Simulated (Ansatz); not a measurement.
## Run report: CH$_{8}$FW, geometry relaxation (part 2 of 2)

Continued. System: CH$_{8}$FW, multiplicity 2. Method: UKS PBE/def2-SVP (Ansatz 0.2.0). The input holds or restrains some coordinates. It belongs to a series of runs on one base structure; here: pulled along the bonds that form and break, towards end A.

Geometry of the input (Å):
```
W  0.0000  0.0000  0.0000
H  0.0000  0.0000  1.9700
F  1.8500  0.0000  0.0000
H  0.0000  1.7200  0.0000
H  -1.7200  0.0000  0.0000
H  0.0000  -1.7200  0.0000
H  0.0000  0.0000  -1.7200
C  0.0000  0.0000  3.3800
H  -0.5653  -0.8805  3.7505
H  1.0452  -0.0494  3.7505
H  -0.4798  0.9298  3.7505
```

Trajectory as extended XYZ (Å, eV, eV/Å), 10 of the 18 frames kept, from step=1 to step=18
```
11
Properties=species:S:1:pos:R:3:forces:R:3 step=1 energy=-5698.47086
W     0.0000    0.0000    0.0000    3.1428  -0.0001  -1.6706
H     0.0000    0.0000    1.9700   -0.0571  -0.0001   4.4950
F     1.8500    0.0000    0.0000    0.8458   0.0000   0.2230
H     0.0000    1.7200    0.0000   -1.4137   1.5654   0.2314
H    -1.7200    0.0000    0.0000   -0.8956   0.0000   0.1958
H     0.0000   -1.7200    0.0000   -1.4137  -1.5654   0.2316
H     0.0000    0.0000   -1.7200   -0.1730   0.0000   0.1114
C     0.0000    0.0000    3.3800   -0.0633   0.0019  -2.2548
H    -0.5653   -0.8805    3.7505    0.0125   0.0085  -0.5210
H     1.0452   -0.0494    3.7505    0.0053  -0.0014  -0.5212
H    -0.4798    0.9298    3.7505    0.0099  -0.0088  -0.5206
11
Properties=species:S:1:pos:R:3:forces:R:3 step=3 energy=-5697.00169
W     0.1080    0.0000   -0.0694    1.6905   0.0002  -2.6433
H    -0.0070    0.0000    1.6464   -0.5318  -0.0002   4.1507
F     1.9382    0.0000    0.0094    1.5078  -0.0002   0.4434
H    -0.0906    1.7622    0.0129   -1.3333   0.0211   0.3936
H    -1.7096    0.0000    0.0106    0.4557  -0.0001   0.5028
H    -0.0906   -1.7622    0.0129   -1.3334  -0.0209   0.3936
H    -0.0146    0.0000   -1.7607   -0.4318   0.0000  -1.0475
C    -0.0014    0.0000    3.7208    0.0052   0.0004  -2.6679
H    -0.5922   -0.9216    3.7662   -0.0742  -0.1024   0.1486
H     1.0926   -0.0517    3.7662    0.1097  -0.0057   0.1764
H    -0.5028    0.9732    3.7663   -0.0644   0.1077   0.1498
11
Properties=species:S:1:pos:R:3:forces:R:3 step=5 energy=-5698.56004
W     0.3523    0.0000   -0.2618   -0.5045  -0.0002   0.2144
H    -0.2191   -0.0001    1.4322   -0.8713   0.0000   0.9507
F     2.1765   -0.0001    0.1241    0.4258  -0.0001   0.0710
H    -0.3073    1.6232    0.0685    0.0160  -0.9950  -0.2927
H    -1.4660    0.0000    0.2173    1.1236   0.0001   0.5014
H    -0.3073   -1.6232    0.0684    0.0161   0.9951  -0.2927
H    -0.1105    0.0000   -1.9394   -0.1832   0.0000  -0.0359
C     0.0022   -0.0001    3.7320    0.1322   0.0136  -0.9328
H    -0.5986   -0.9333    3.8100    0.2530   0.3757  -0.0505
H     1.1163   -0.0528    3.8198   -0.6363   0.0310  -0.0798
H    -0.5085    0.9862    3.8105    0.2287  -0.4202  -0.0530
11
Properties=species:S:1:pos:R:3:forces:R:3 step=7 energy=-5699.37952
W     0.4296    0.0000   -0.1753    0.3916   0.0000  -0.0962
H    -0.4320    0.0000    1.3567   -0.8917  -0.0001   0.8148
F     2.2845   -0.0001    0.1267    0.3027  -0.0001  -0.0755
H    -0.3862    1.4949   -0.0065   -0.0297  -0.1627  -0.2491
H    -1.2211    0.0001    0.5188    0.3094   0.0002   0.4199
H    -0.3862   -1.4948   -0.0065   -0.0297   0.1627  -0.2491
H    -0.1350    0.0000   -1.8415   -0.0596   0.0001   0.4092
C    -0.0046    0.0000    3.6159   -0.0801  -0.0051  -0.7326
H    -0.5937   -0.9155    3.7624   -0.0210  -0.0492  -0.0827
H     1.0797   -0.0512    3.7683    0.1296  -0.0061  -0.0768
H    -0.5049    0.9665    3.7625   -0.0215   0.0603  -0.0818
11
Properties=species:S:1:pos:R:3:forces:R:3 step=9 energy=-5699.88906
W     0.5152    0.0001    0.0328    0.8263  -0.0011  -0.0950
H    -0.6782    0.0000    1.3288   -0.6141  -0.0006   1.1117
F     2.4202   -0.0005    0.0476   -0.4423   0.0005  -0.1879
H    -0.3864    1.4756   -0.0284    0.3548  -0.2770  -0.1204
H    -1.2212    0.0004    0.6389   -0.4797   0.0013  -0.2789
H    -0.3866   -1.4752   -0.0284    0.3546   0.2774  -0.1202
H    -0.2071    0.0002   -1.5480    0.0087   0.0000   0.5533
C     0.0470   -0.0003    3.5197   -0.2741  -0.0494  -0.8361
H    -0.5795   -0.9195    3.5153    0.3315   0.2801   0.0960
H     1.0984   -0.0511    3.8715   -0.3286   0.0122  -0.2011
H    -0.4917    0.9702    3.5317    0.2630  -0.2434   0.0786
11
Properties=species:S:1:pos:R:3:forces:R:3 step=10 energy=-5700.27923
W     0.5503    0.0000    0.1681    0.9937   0.0003   0.0269
H    -0.8243    0.0000    1.2899   -0.9516  -0.0012   1.1337
F     2.4488   -0.0005    0.0131   -0.6171   0.0003   0.0006
H    -0.3135    1.4751   -0.0329    0.3747  -0.1928   0.0422
H    -1.3084    0.0008    0.5823   -0.0199   0.0012  -0.3204
H    -0.3140   -1.4747   -0.0327    0.3740   0.1926   0.0424
H    -0.2432    0.0001   -1.3564   -0.1277  -0.0002   0.4728
C     0.0746   -0.0005    3.4092   -0.4259  -0.0297  -0.9815
H    -0.5669   -0.9102    3.5006    0.4144   0.3306  -0.0158
H     1.1076   -0.0509    3.8251   -0.3677   0.0169  -0.3691
H    -0.4809    0.9607    3.5152    0.3531  -0.3180  -0.0317
11
Properties=species:S:1:pos:R:3:forces:R:3 step=12 energy=-5701.02111
W     0.5537   -0.0003    0.3491    1.1880   0.0012   0.7431
H    -1.0087   -0.0003    1.2329   -1.1403  -0.0007   0.8013
F     2.4375   -0.0013    0.1177   -0.5150   0.0002   0.1108
H    -0.1953    1.4923   -0.0130    0.1865  -0.1237   0.1307
H    -1.3796    0.0009    0.4677    0.3218   0.0008  -0.1294
H    -0.1967   -1.4919   -0.0134    0.1864   0.1227   0.1306
H    -0.3515    0.0005   -1.0979   -0.2362   0.0001   0.3885
C     0.1080   -0.0001    3.2356   -0.8082   0.0057  -1.4255
H    -0.5266   -0.8977    3.4692    0.4663   0.3979  -0.2120
H     1.1331   -0.0495    3.6553   -0.0670   0.0067  -0.3146
H    -0.4437    0.9474    3.4783    0.4178  -0.4109  -0.2234
11
Properties=species:S:1:pos:R:3:forces:R:3 step=14 energy=-5702.21376
W     0.4716   -0.0004    0.6990    1.6974  -0.0027  -0.8385
H    -1.2391   -0.0006    1.1431   -1.6966   0.0013   0.7503
F     2.3262   -0.0017    0.3853    0.3265   0.0008   0.3024
H    -0.1008    1.4943    0.0949    0.1069  -0.0984   0.2287
H    -1.3859    0.0012    0.3015    0.3134  -0.0006   0.2080
H    -0.1022   -1.4942    0.0938    0.1089   0.0994   0.2293
H    -0.4355    0.0010   -0.7602   -0.3749   0.0008   0.1764
C     0.1845    0.0001    2.9098   -1.7948   0.0028  -0.2976
H    -0.4237   -0.8644    3.3170    0.4340   0.3659  -0.2951
H     1.1802   -0.0476    3.3783    0.4949  -0.0155  -0.1703
H    -0.3451    0.9122    3.3192    0.3843  -0.3538  -0.2936
11
Properties=species:S:1:pos:R:3:forces:R:3 step=16 energy=-5702.38655
W     0.4392   -0.0006    0.6825    2.5911   0.0012  -0.2793
H    -1.2811    0.0005    1.0774   -1.1841   0.0021   1.0743
F     2.3524    0.0001    0.7429   -0.5027   0.0016  -0.0341
H    -0.1646    1.5136    0.2024   -0.0535   0.0329  -0.0013
H    -1.3168   -0.0008    0.2119   -0.3650  -0.0022  -0.3076
H    -0.1641   -1.5142    0.2005   -0.0538  -0.0345  -0.0008
H    -0.5510    0.0020   -0.7504    0.0118   0.0002   0.0216
C     0.1752   -0.0010    2.8349   -0.1458  -0.0144  -0.2165
H    -0.3512   -0.8718    3.2799    0.0081   0.0108  -0.0688
H     1.2592   -0.0499    3.1309   -0.3181   0.0137  -0.1197
H    -0.2670    0.9220    3.2685    0.0120  -0.0113  -0.0678
11
Properties=species:S:1:pos:R:3:forces:R:3 step=18 energy=-5702.41888
W     0.4575    0.0003    0.6782    1.6396   0.0028  -0.3362
H    -1.2736    0.0023    1.0722   -1.1871   0.0049   0.9097
F     2.3482    0.0061    0.7247    0.0083   0.0012  -0.0030
H    -0.1763    1.5180    0.2359   -0.0250  -0.0047   0.0061
H    -1.3393   -0.0058    0.2042    0.0160  -0.0035  -0.0510
H    -0.1707   -1.5195    0.2357   -0.0244   0.0026   0.0081
H    -0.5284    0.0022   -0.7552   -0.0111  -0.0005  -0.0155
C     0.1819   -0.0017    2.8385   -0.4324  -0.0035  -0.5411
H    -0.3604   -0.8713    3.2611   -0.0023  -0.0021   0.0056
H     1.2523   -0.0587    3.1353    0.0183  -0.0027   0.0119
H    -0.2611    0.9281    3.2509    0.0000   0.0053   0.0053
```

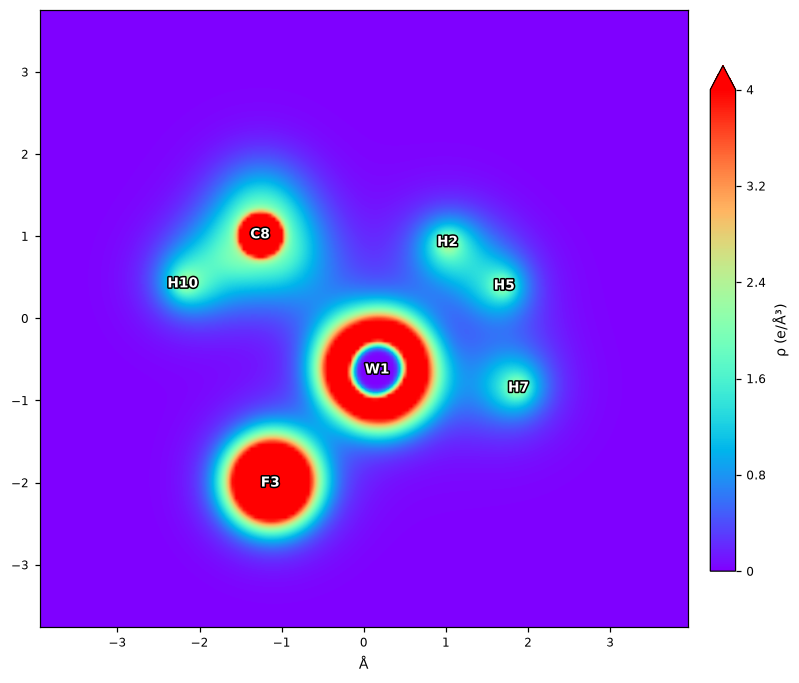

**Figure 1.** Electron density on the plane of atoms F3, W1 and H7. W–F (1.89 Å): ρ at the midpoint is about 0.98 e/Å³. C–W (2.18 Å): ρ is about 0.78 e/Å³ halfway.

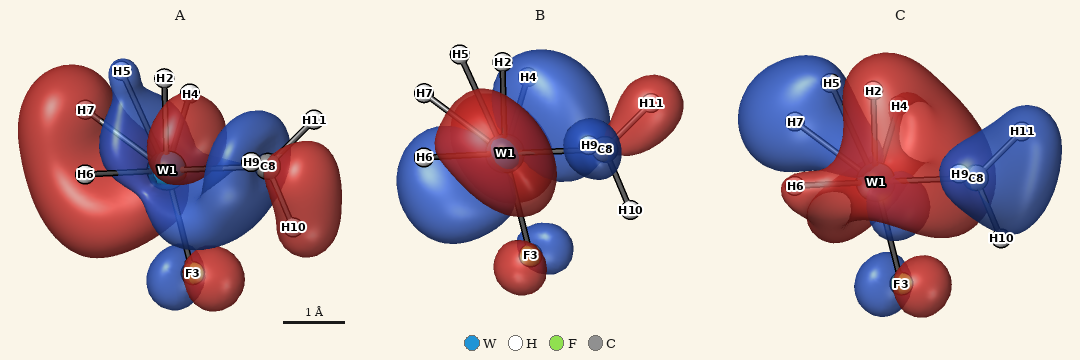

**Figure 2.** Three frontier orbitals at ±0.1 Å⁻³ᐟ² (red and blue are the two phases). C is the HOMO−1 (α) (−7.63 eV). Its weight (Hirshfeld) is mainly on W1 (30 %), C8 (25 %) and H7 (15 %). B is the HOMO (α) (−4.83 eV). It lies mainly on W1 (80 %). A is the LUMO (α) (−2.79 eV). By Hirshfeld shares it lies mainly on W1 (60 %), C8 (10 %), H7 (10 %) and F3 (10 %). The HOMO–LUMO gap is 2.04 eV between the orbital energies.
